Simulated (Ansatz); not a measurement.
**BSiHO (quintet): trial inputs and their diagnosis**

3 inputs are run for BSiHO (quintet) as typed; the log has to tell whether the result can be used and what must change.

Method: the settings change from run to run; program: Ansatz 0.2.0, Gaussian basis.

27 further runs of the same task are left out: 9 that didn't finish, 18 set aside as unsound or not needed.

### Step 1. What is computed

The geometry is a PBE0/def2-TZVP stationary point (not a proven minimum) of the parent state, kept for this charge and spin.

4 atoms, charge 0, spin multiplicity 5.

Atoms are counted from 1 here; the program's logs count them from 0.

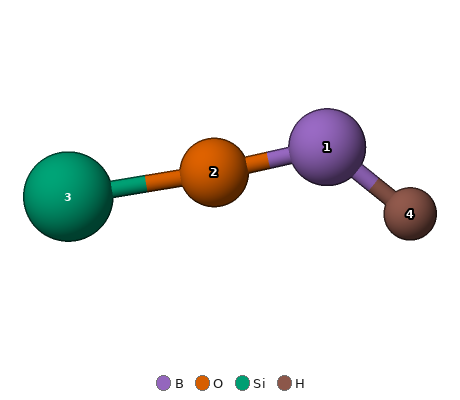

The structure; boron purple, oxygen orange, silicon teal, hydrogen brown; atoms are numbered from 1 in the order of the file.

### Step 2. Try 1

in.yaml reads:

```yaml
crystal:
  periodic: [false, false, false]
  atoms:
    - {symbol: B, position_ang: [0.000006, -0.153265, 0.453346]}
    - {symbol: O, position_ang: [-0.000010, -0.090828, -0.232440]}
    - {symbol: Si, position_ang: [0.000002, -0.060775, -1.111087]}
    - {symbol: H, position_ang: [0.000002, 0.304867, 0.890181]}
basis:
  gaussian: {orbitals: STO-3G}
magnetization: {spin_polarized: false, initial_magnetization: 4}
correlation: {method: fic_mrcisd_q_relaxed, electrons: valence, active_space: {window: {electrons: 10, orbitals: 8}}}
accuracy: high
scf: {lower_state_search: off}
```

Command:

```console
ansatz run in.yaml --threads 1 --pin off --events-out ev --progress --plain --max-ram 2393MiB
```

Output (excerpt; [...] marks lines left out):

```text
Functional definition: HF
  name "HF"
  cite "Fock, Z. Phys. 61, 126 (1930) doi:10.1007/BF01340294"
  parent pbe
[...]
374 factors; integrals over basis functions are off by at most 3.1e-8 eV
[...]
mean field -10321.72875881 eV, -379.3165355671 hartree, gradient 2.7e-8 eV, S^2 6.000000; 0 other end points of the search recorded, 0 dependent functions left out
reference -10321.72875881 eV, -379.3165355671 hartree; 16, 12 occupied and 4, 8 virtual orbitals, 374 factors
state -10322.10278472 eV, -379.3302807657 hartree
contracted CI cycle   1: correlation 0.00000000 eV, 0.0000000000 hartree, residual 8.97e0 eV
contracted CI cycle   2: correlation -0.91388060 eV, -0.0335844926 hartree, residual 1.56e0 eV
contracted CI cycle   3: correlation -0.95096123 eV, -0.0349471807 hartree, residual 5.24e-1 eV
contracted CI cycle   4: correlation -0.95621541 eV, -0.0351402681 hartree, residual 2.45e-1 eV
contracted CI cycle   5: correlation -0.95743957 eV, -0.0351852553 hartree, residual 1.03e-1 eV
contracted CI cycle   6: correlation -0.95763856 eV, -0.0351925680 hartree, residual 3.59e-2 eV
contracted CI cycle   7: correlation -0.95766284 eV, -0.0351934604 hartree, residual 1.24e-2 eV
contracted CI cycle   8: correlation -0.95766565 eV, -0.0351935633 hartree, residual 4.46e-3 eV
contracted CI cycle   9: correlation -0.95766598 eV, -0.0351935757 hartree, residual 1.31e-3 eV
contracted CI cycle  10: correlation -0.95766601 eV, -0.0351935768 hartree, residual 4.05e-4 eV
contracted CI cycle  11: correlation -0.95766601 eV, -0.0351935769 hartree, residual 1.53e-4 eV
contracted CI cycle  12: correlation -0.95766601 eV, -0.0351935769 hartree, residual 6.76e-5 eV
contracted CI cycle  13: correlation -0.95766601 eV, -0.0351935769 hartree, residual 3.03e-5 eV
contracted CI cycle  14: correlation -0.95766601 eV, -0.0351935769 hartree, residual 1.29e-5 eV
state -10322.10278472 eV, -379.3302807657 hartree; corrected -10323.07480214 eV, -379.3660017473 hartree
Total energy: -10323.07480214 eV, -379.3660017473 hartree
Checks for a lower state left out: stability, starts, cluster_reference, orbital_swaps, neighbouring_geometries, increment
```

Wall time 4.4 s (1 thread of Arm Neoverse N1, shared host); peak memory 0.26 GiB.

Diagnosis: The run converged, which proves nothing about the input. The coordinates are scaled by the bohr-ångström factor. The shortest distance is 0.63 Å, against 1.20 Å in the geometry of step 1. Its energy belongs to another geometry. To mend it, restore the coordinates in ångström.

### Step 3. Try 2

in.yaml reads:

```yaml
crystal:
  periodic: [false, false, false]
  atoms:
    - {symbol: B, position_ang: [0.000012, -0.289616, 0.856663]}
    - {symbol: O, position_ang: [-0.000018, -0.171632, -0.439229]}
    - {symbol: Si, position_ang: [0.000003, -0.114843, -2.099559]}
    - {symbol: H, position_ang: [0.000004, 0.576091, 1.682126]}
basis:
  gaussian: {orbitals: def2-SVP}
magnetization: {spin_polarized: false, initial_magnetization: 4}
correlation: {method: ccsd_t, frozen_orbitals: {B: 0}}
```

Same command.

Output:

```text
Functional definition: HF
  name "HF"
  cite "Fock, Z. Phys. 61, 126 (1930) doi:10.1007/BF01340294"
  parent pbe
  exchange = exact_x
  correlation = 0
Error: "frozen_orbitals" has no count for O
```

Wall time 0.06 s (1 thread of Arm Neoverse N1, shared host).

Diagnosis: The run was refused. The frozen-orbital counts are incomplete or too large. Fix: leave frozen_orbitals out, or give each element a count that its core has.

### Step 4. Try 3

in.yaml reads:

```yaml
crystal:
  periodic: [false, false, false]
  atoms:
    - {symbol: B, position_ang: [0.000012, -0.289616, 0.856663]}
    - {symbol: O, position_ang: [-0.000018, -0.171632, -0.439229]}
    - {symbol: Si, position_ang: [0.000003, -0.114843, -2.099559]}
    - {symbol: H, position_ang: [0.000004, 0.576091, 1.682126]}
basis:
  gaussian: {orbitals: def2-SVP}
magnetization: {spin_polarized: false, initial_magnetization: 4}
correlation: {active_space: {ras: {orbitals: [5, 4, 35], electrons: 11, max_holes: 2, max_particles: 2}, fixed_orbitals: true}}
```

Launched as before.

Output:

```text
Functional definition: HF
  name "HF"
  cite "Fock, Z. Phys. 61, 126 (1930) doi:10.1007/BF01340294"
  parent pbe
  exchange = exact_x
  correlation = 0
490 factors; integrals over basis functions are off by at most 1.3e-3 eV
mean field evaluation 1: about -10575.2315 eV, gradient 2.5e1 eV
mean field evaluation 2: about -10575.2691 eV, gradient 2.5e1 eV
mean field evaluation 4: about -10578.2647 eV, gradient 4.6e0 eV
mean field evaluation 8: about -10578.3524 eV, gradient 2.2e-1 eV
mean field evaluation 16: about -10567.8078 eV, gradient 2.3e1 eV
mean field evaluation 32: about -10573.7533 eV, gradient 7.9e-1 eV
mean field -10578.35279348 eV, -388.7472948954 hartree, gradient 2.5e-6 eV, S^2 6.000000; 3 other end points of the search recorded, 0 dependent functions left out
reference -10578.35279348 eV, -388.7472948954 hartree; 16, 12 occupied and 35, 39 virtual orbitals, 490 factors
Error: 11 electrons in 44 orbitals form no window around the highest filled level of the reference
```

Wall time 1.4 s (1 thread of Arm Neoverse N1, shared host).

What is wrong: The run stopped with an error. The electron count of the restricted space is wrong. Fix: count the correlated electrons again.

### Step 5. Summary

```tsv
try	level	ended	cause	time
1	MRCISD+Q(relaxed)(10,8)/STO-3G	converged	the coordinates are scaled by the bohr-ångström factor	4.4 s
2	CCSD(T) on ROHF/def2-SVP	refused	the frozen-orbital counts are incomplete or too large	0.06 s
3	CISD/def2-SVP	stopped by an error	the electron count of the restricted space is wrong	1.4 s
```

1 converged, 1 refused, 1 stopped by an error. The input that converges on a wrong geometry or spin is the dangerous one: no error points at it, so geometry and ⟨S²⟩ have to be checked.
